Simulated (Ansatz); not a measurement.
# SiH₅OF: nudged elastic band

- system: SiH₅OF
- method: RKS PBE-D4/6-31G* (Ansatz 0.2.0)

One setting was made poor on purpose. It belongs to a series of runs on one base structure; here: band between the two ends.

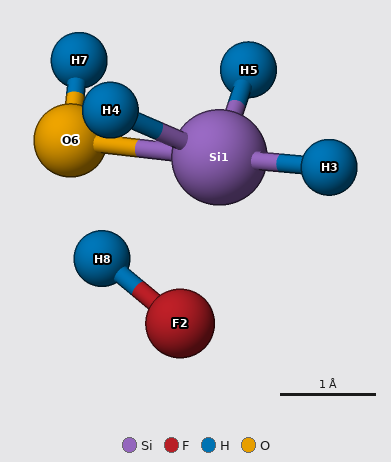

The starting structure (ball-and-stick view, seen at a tilt; atoms are numbered from 1 in the order of the input).

### Input
```yaml
crystal:
  periodic: [false, false, false]
  atoms:
    - { symbol: Si, position_ang: [0.0, 0.0, 0.0] }
    - { symbol: F, position_ang: [0.0, 0.0, 1.94] }
    - { symbol: H, position_ang: [1.3768, 0.0, -0.4862] }
    - { symbol: H, position_ang: [-0.6877, 1.1914, -0.4862] }
    - { symbol: H, position_ang: [-0.6877, -1.1914, -0.4862] }
    - { symbol: O, position_ang: [-1.879, 0.0, 0.6243] }
    - { symbol: H, position_ang: [-2.4241, -0.6297, 0.053] }
    - { symbol: H, position_ang: [-1.1493, 0.0, 1.6846] }
basis:
  gaussian: { orbitals: "6-31G*" }
hamiltonian:
  xc: pbe
  dispersion: d4
neb:
  order_check: false
  images: 5
  f_tol: 0.05
  max_iterations: 60
  final_atoms:
    - { symbol: Si, position_ang: [0.0, 0.0, 0.0] }
    - { symbol: F, position_ang: [0.0, 0.0, 1.94] }
    - { symbol: H, position_ang: [1.3768, 0.0, -0.4862] }
    - { symbol: H, position_ang: [-0.6877, 1.1914, -0.4862] }
    - { symbol: H, position_ang: [-0.6877, -1.1914, -0.4862] }
    - { symbol: O, position_ang: [-1.879, 0.0, 0.6243] }
    - { symbol: H, position_ang: [-2.4241, -0.6297, 0.053] }
    - { symbol: H, position_ang: [-1.1493, 0.0, 1.6846] }
  initial_path:
    images:
      - { positions_ang: [[0.0, 0.0, 0.0], [0.0, 0.0, 1.94], [1.3768, 0.0, -0.4862], [-0.6877, 1.1914, -0.4862], [-0.6877, -1.1914, -0.4862], [-1.879, 0.0, 0.6243], [-2.4241, -0.6297, 0.053], [-1.1493, 0.0, 1.6846]] }
      - { positions_ang: [[0.0, 0.0, 0.0], [0.0, 0.0, 1.94], [1.3768, 0.0, -0.4862], [-0.6877, 1.1914, -0.4862], [-0.6877, -1.1914, -0.4862], [-1.879, 0.0, 0.6243], [-2.4241, -0.6297, 0.053], [-1.1493, 0.0, 1.6846]] }
      - { positions_ang: [[0.0, 0.0, 0.0], [0.0, 0.0, 1.94], [1.3768, 0.0, -0.4862], [-0.6877, 1.1914, -0.4862], [-0.6877, -1.1914, -0.4862], [-1.879, 0.0, 0.6243], [-2.4241, -0.6297, 0.053], [-1.1493, 0.0, 1.6846]] }
      - { positions_ang: [[0.0, 0.0, 0.0], [0.0, 0.0, 1.94], [1.3768, 0.0, -0.4862], [-0.6877, 1.1914, -0.4862], [-0.6877, -1.1914, -0.4862], [-1.879, 0.0, 0.6243], [-2.4241, -0.6297, 0.053], [-1.1493, 0.0, 1.6846]] }
      - { positions_ang: [[0.0, 0.0, 0.0], [0.0, 0.0, 1.94], [1.3768, 0.0, -0.4862], [-0.6877, 1.1914, -0.4862], [-0.6877, -1.1914, -0.4862], [-1.879, 0.0, 0.6243], [-2.4241, -0.6297, 0.053], [-1.1493, 0.0, 1.6846]] }
      - { positions_ang: [[0.0, 0.0, 0.0], [0.0, 0.0, 1.94], [1.3768, 0.0, -0.4862], [-0.6877, 1.1914, -0.4862], [-0.6877, -1.1914, -0.4862], [-1.879, 0.0, 0.6243], [-2.4241, -0.6297, 0.053], [-1.1493, 0.0, 1.6846]] }
      - { positions_ang: [[0.0, 0.0, 0.0], [0.0, 0.0, 1.94], [1.3768, 0.0, -0.4862], [-0.6877, 1.1914, -0.4862], [-0.6877, -1.1914, -0.4862], [-1.879, 0.0, 0.6243], [-2.4241, -0.6297, 0.053], [-1.1493, 0.0, 1.6846]] }
```

Run on 1 thread of Arm Neoverse V1, 24 GiB of memory available, shared host.

Launched with:
```bash
ansatz run input.yaml --threads 1 --pin off --max-ram 2048MiB --backend cpu --events-out ev --progress --plain --runs-dir out
```

### Output
```
Error: invalid value for `neb.final_atoms`: is identical to crystal.atoms — the two endpoints must differ for a path to exist
```

### Outcome

| quantity | value |
| --- | --- |
| outcome | refused by the program |

### What went wrong

The program refused the input: “invalid value for `neb.final_atoms`: is identical to crystal.atoms — the two endpoints must differ for a path to exist” A deliberately poor setting: ends not relaxed.
